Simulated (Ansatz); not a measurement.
The parent structure is MgSe in the rock salt structure (space group Fm-3m, No. 225; a = 5.450 Å). Axes: x, y, z lie along the cube axes.

It is then changed as follows: biaxial strain −0.50 %, plane normal [001], relaxed out of plane (Cartesian); in-plane vectors clamped, the third vector and the atoms free.

Method: PBEsol (Ansatz, an electronic-structure program, PAW, no spin-orbit coupling).

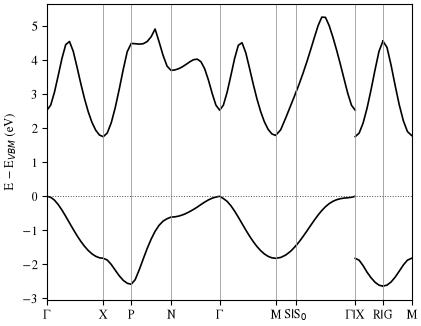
*Highest valence and lowest conduction band along the path of the changed cell's own zone*

Q: Read the changed gap and its character from the plot.

A: About 1.8 eV, indirect, Γ → X.

Stability against distortions was not tested. Labels are those of the standard path for the cell's own space group.
